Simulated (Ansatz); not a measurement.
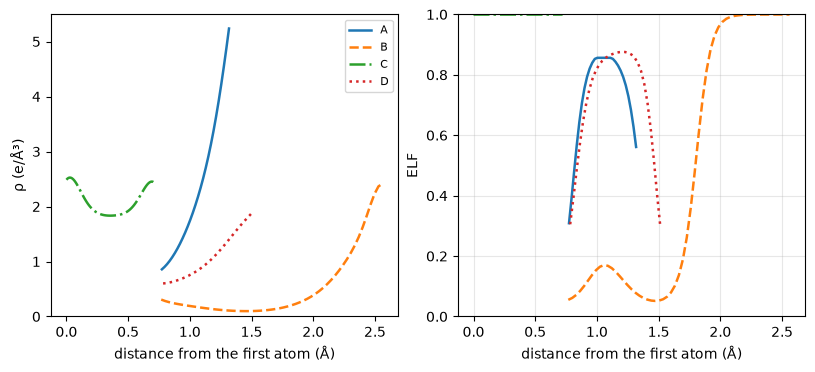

Figure. ClH₅OSi₂···H₂. Electron density and electron localisation function along straight lines between neighbouring atoms. The curves leave out the atomic cores.

Not at a stationary point (largest force 1.9 eV/Å).

These are results of Ansatz, RKS PBE-D4/def2-SVP, not measurements.

```yaml
atoms:
  - { symbol: Si, position_ang: [-0.0462, -0.3875, -0.3233] }
  - { symbol: H, position_ang: [0.6606, 0.4503, 2.1075] }
  - { symbol: H, position_ang: [1.2797, 0.2806, -0.4964] }
  - { symbol: H, position_ang: [-1.0887, 0.5173, 0.2475] }
  - { symbol: Cl, position_ang: [-0.7138, -0.9468, -2.2219] }
  - { symbol: O, position_ang: [0.1165, -1.7738, 0.5989] }
  - { symbol: Si, position_ang: [-0.1290, -3.4366, 0.4878] }
  - { symbol: H, position_ang: [1.0138, -4.0878, -0.2384] }
  - { symbol: H, position_ang: [-0.1824, -3.9508, 1.8960] }
  - { symbol: H, position_ang: [-1.4204, -3.7428, -0.2155] }
  - { symbol: H, position_ang: [0.6508, -0.2707, 2.1379] }
```

> Which curve belongs to which contact (H–H, Si–Cl, Si–H and Si–O)? The first atom named is at distance zero.

Curve A: Si–O (1.67 Å): ρ is about 1 e/Å³ halfway; the ELF peaks at about 0.85 between the atoms; a shared but strongly polarised pair. Curve B: Si1···H11 (2.56 Å): the density falls to about 0.1 e/Å³ on the way; the ELF dips to about 0.05 between them. Curve C: H–H (0.72 Å): ρ is about 1.8 e/Å³ halfway; the ELF peaks at about 1 between the atoms; a covalent bond by its length. Curve D: Si–Cl (2.09 Å): ρ at the midpoint is about 0.81 e/Å³; the ELF peaks at about 0.90 between the atoms; a polar covalent bond.
